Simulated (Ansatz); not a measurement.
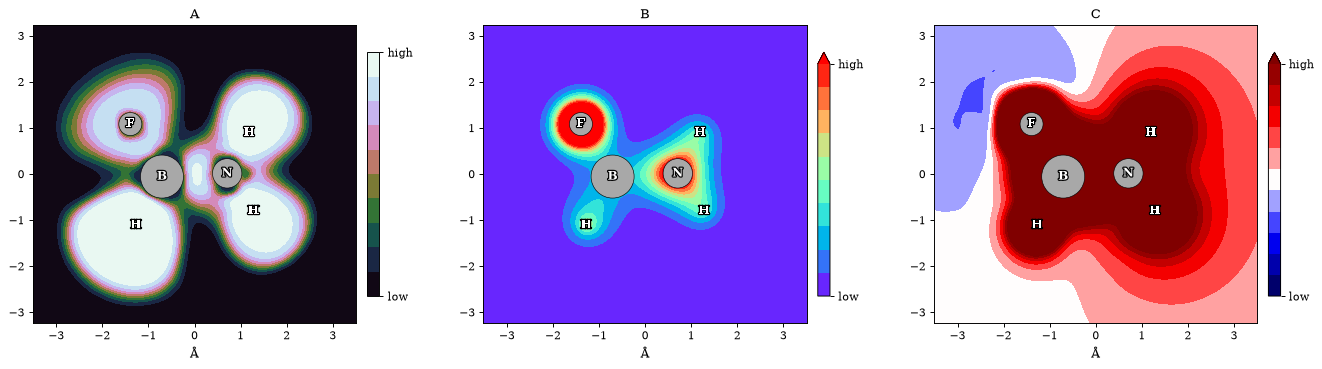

BFH₃N···HF: 3 fields on the plane of atoms N2, B1 and F6, with unlabelled colour scales. Grey discs cover the atomic cores.

These are results of RKS r2SCAN-D4/def2-SVP (Ansatz 0.2.0), not measurements.

Question: Which field does each panel show? The fields are: electron density, electron localisation function and electrostatic potential.

Answer: Panel A: electron localisation function. Panel B: electron density. Panel C: electrostatic potential (strongly positive close to the atoms, with negative regions outside electron-rich atoms). From the grid: B–F (1.33 Å): the density is about 2.1 e/Å³ at the midpoint; the ELF peaks at about 0.85 between the atoms (a polar covalent bond). B–N (1.42 Å): the density is about 1.9 e/Å³ at the midpoint; the ELF peaks at about 0.95 between the atoms: a polar covalent bond.
